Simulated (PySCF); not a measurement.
# InCl (SMILES [Cl][In]) at CCSD(T)/STO-3G

Aim: the energy change on altering one bond length of InCl at CCSD(T)/STO-3G, from 2 runs. The job is set up through a Python script.

The calculation is run with PySCF 2.14.0.

7 further runs of the same task are left out: 7 set aside as unsound or not needed.

## Step 1: The molecule

InCl has 2 atoms, charge 0, and is taken as a singlet. As SMILES, `[Cl][In]`. Geometry: relaxed at PBE0-D4/def2-TZVP.

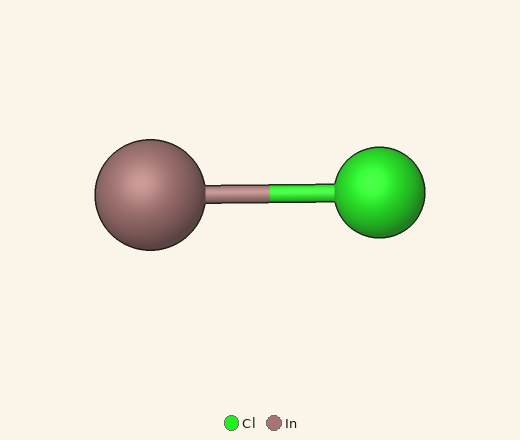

The structure, seen from a chosen angle (chlorine green, indium brown).

## Step 2: A single-point energy at CCSD(T)/STO-3G

The input, run.py:

```python
from pyscf import gto, scf, cc

mol = gto.M(
    atom='''
Cl       0.000000       0.000000      -0.013930
In       0.000000       0.000000       2.399590
''',
    max_memory=1860,
    basis='sto-3g',
    verbose=3,
)

mf = scf.RHF(mol)
mf.conv_tol = 1e-10
mf.kernel()
if not mf.converged:
    mf = mf.newton().run(mf.mo_coeff, mf.mo_occ)

mycc = cc.CCSD(mf, frozen=23)
mycc.kernel()
e_t = mycc.ccsd_t()
e_final = mycc.e_tot + e_t
print('Final energy', e_final)
```

Run with:

```bash
OMP_NUM_THREADS=1 python run.py
```

The program printed:

```text
converged SCF energy = -6137.51898393814
E(CCSD) = -6137.556958270716  E_corr = -0.03797433257837464
CCSD(T) correction = -0.000838111954807481
Final energy -6137.557796382671
```

Wall time 0.84 s (1 thread of Arm Neoverse V1, shared host); peak memory 0.1 GiB.

## Step 3: The distorted shape at the same level

The input, input.py:

```python
from pyscf import gto, cc

system = gto.Mole()
system.atom = 'Cl 0.000000 -0.000000 -1.220710; In -0.000000 0.000000 2.399590'
system.verbose = 3
system.max_memory = 1860
system.basis = 'sto-3g'
system.build()

mf = system.RHF()
mf.conv_tol = 1e-10
mf.kernel()
if not mf.converged:
    mf = mf.newton().run(mf.mo_coeff, mf.mo_occ)

mycc = cc.CCSD(mf, frozen=23)
mycc.kernel()
e_t = mycc.ccsd_t()
e_tot = mycc.e_tot + e_t
print('E(%s) = %.9f' % ('CCSD(T)', e_tot))
```

Run with:

```bash
OMP_NUM_THREADS=1 python input.py
```

The program printed:

```text
converged SCF energy = -6137.38813175351
E(CCSD) = -6137.42922596101  E_corr = -0.04109420749849586
CCSD(T) correction = -0.000407399728955186
E(CCSD(T)) = -6137.429633361
```

It took 1.2 s on 1 thread of Arm Neoverse V1, shared host; peak memory 0.12 GiB.

## Step 4: Results

At CCSD(T)/STO-3G, 23 core orbitals frozen:

```
                                                           quantity           value
                                          first shape: total energy  -6137.55780 Eh
                  first shape: dipole moment (Hartree–Fock density)          3.76 D
                   first shape: HOMO energy (Hartree–Fock orbitals)        -5.43 eV
                   first shape: LUMO energy (Hartree–Fock orbitals)         5.37 eV
                 first shape: HOMO–LUMO gap (Hartree–Fock orbitals)        10.80 eV
          first shape: correlation energy (23 core orbitals frozen)       -38.8 mEh
                                        first shape: (T) correction       -0.84 mEh
                                         first shape: T1 diagnostic           0.008
                                      distorted shape: total energy  -6137.42963 Eh
              distorted shape: dipole moment (Hartree–Fock density)         12.55 D
               distorted shape: HOMO energy (Hartree–Fock orbitals)        -4.11 eV
               distorted shape: LUMO energy (Hartree–Fock orbitals)         3.34 eV
             distorted shape: HOMO–LUMO gap (Hartree–Fock orbitals)         7.45 eV
      distorted shape: correlation energy (23 core orbitals frozen)       -41.5 mEh
                                    distorted shape: (T) correction       -0.41 mEh
                                     distorted shape: T1 diagnostic           0.016
energy change with the Cl1–In2 bond stretched from 2.414 to 3.620 Å        3.487 eV
```

What this shows: With the Cl1–In2 bond stretched from 2.414 to 3.620 Å the energy rises by 3.49 eV (80 kcal/mol). The first shape isn't relaxed at this level, so the change isn't measured from a minimum. The minimal basis adds a large error of its own. The triples (first shape) make up 2.2 % of the correlation energy. Relativity is left out (first shape) although the molecule holds a heavy atom. The triples (distorted shape) make up 1.0 % of the correlation energy. Relativity is left out (distorted shape) although the molecule holds a heavy atom.
